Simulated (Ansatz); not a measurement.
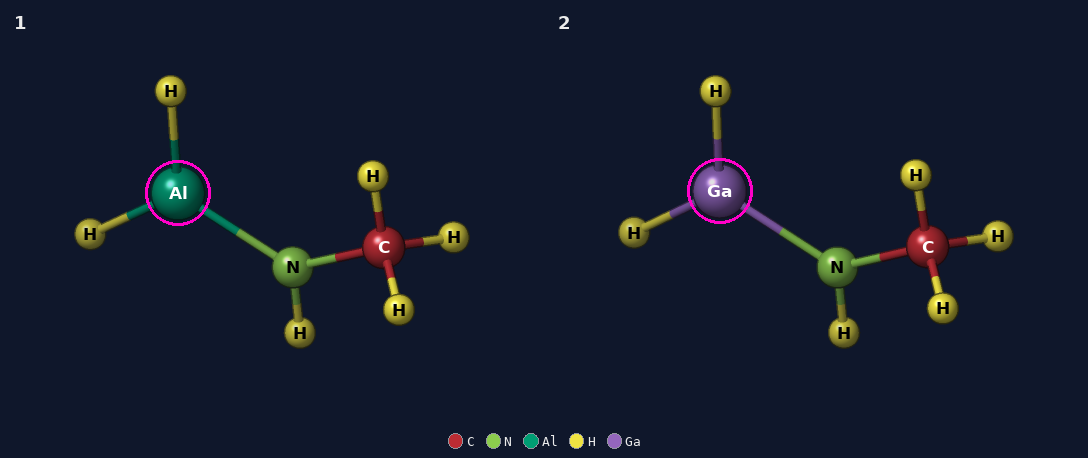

2 molecules with one skeleton, seen from the same side and at one scale; the atom that differs is circled. Charge 0, singlet. Computed geometries: PBE0-D4/def2-TZVP optimisations, one conformation each. Properties computed with Ansatz 0.2.0.

One atom differs, called X below: Al in panel 1, Ga in panel 2. Their formulas are CH6AlN (`C[NH][AlH2]`), CH6GaN (`C[NH][GaH2]`).

> In which is the dipole moment larger (ωB97M-V/def2-TZVPP)?

In panel 1 (X = Al).

Give the values. With PBE0-D4/def2-TZVP: mean length of X–H (Å), length of X–N (Å), angle H–X–H (°). With ωB97M-V/def2-TZVPP: dipole moment (D), HOMO energy (Kohn–Sham orbital) (eV), HOMO–LUMO gap (eV).

```tsv
quantity	1 (Al)	2 (Ga)	2 − 1
mean length of X–H (Å)	1.584	1.562	−0.022
length of X–N (Å)	1.768	1.815	+0.047
angle H–X–H (°)	125.0	127.3	+2.3
dipole moment (D)	1.20	0.90	−0.30
HOMO energy (Kohn–Sham orbital) (eV)	−9.21	−9.04	+0.17
HOMO–LUMO gap (eV)	10.13	9.97	−0.16
```
